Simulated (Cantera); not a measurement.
Feed: 1 mol BF3, 1.2 mol NH3, 5.3 mol H2, held at 435 Torr.

Equilibrium computed with Cantera from the NASA thermochemical tables; the gas is ideal and each condensed phase is pure. Candidate condensed phases: B, BN; 31 gas species. The tables' values for BF2, BH2 are old estimates; treat these amounts as uncertain. The numbers say what is thermodynamically allowed, not how fast it happens.

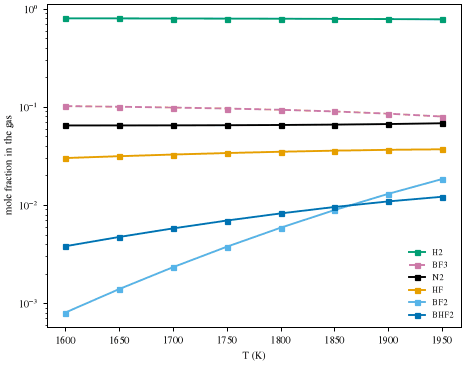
Equilibrium gas composition (values under 1e-9 drawn at 1e-9)

From 1600 K to 1900 K the condensed part is BN(s). At 1950 K nothing is condensed. The main B-bearing gas is BF3 throughout. The share of B in condensed phases is highest at 1600 K (7.4 %) and lowest at 1950 K (0.0 %).
